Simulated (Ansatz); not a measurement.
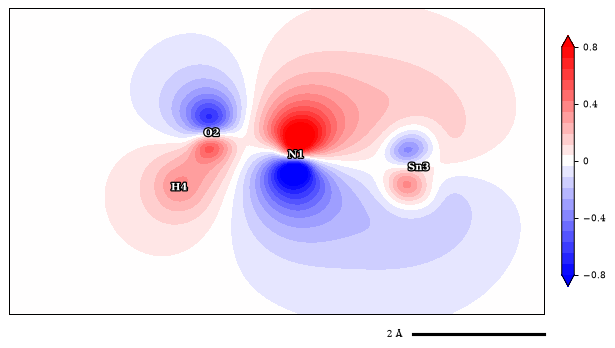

The picture shows: HNOSn (SMILES O[N]=[Sn]). The HOMO−1 on the molecular plane (values in Å⁻³ᐟ²; the overall sign is arbitrary).

Geometry: PBE0-D3(BJ)/def2-SVP; core potentials replace the inner electrons of Sn.

These are results of isolated molecule in a Gaussian basis; Kohn-Sham density functional theory, functional PBE0 in Ansatz, not measurements.

Input

```
crystal:
  periodic: [false, false, false]
  atoms:
    - {symbol: N, position_ang: [-2.844162, -0.453886, 0.275999]}
    - {symbol: O, position_ang: [-2.459304, -0.944984, -0.892131]}
    - {symbol: Sn, position_ang: [-3.485058, -0.018938, 1.987923]}
    - {symbol: H, position_ang: [-2.046398, -0.215610, -1.379639]}
basis:
  gaussian:
    orbitals: def2-TZVPD
hamiltonian:
  xc: {name: PBE0}
output: {forces: true, orbitals: {seedname: orbitals}}
```

Command:

```sh
ansatz run input.yaml --threads 1 --pin off --max-ram 2610MiB --events-out events.jsonl --progress --plain --runs-dir runs
```

Question: Where does this orbital lie, and at what energy?

Answer: It lies mainly on N1 (about 55 %), Sn3 (about 30 %) and O2 (about 15 %); it is symmetric in the molecular plane (an in-plane orbital: σ, lone-pair or in-plane π type). Its energy is −6.56 eV.
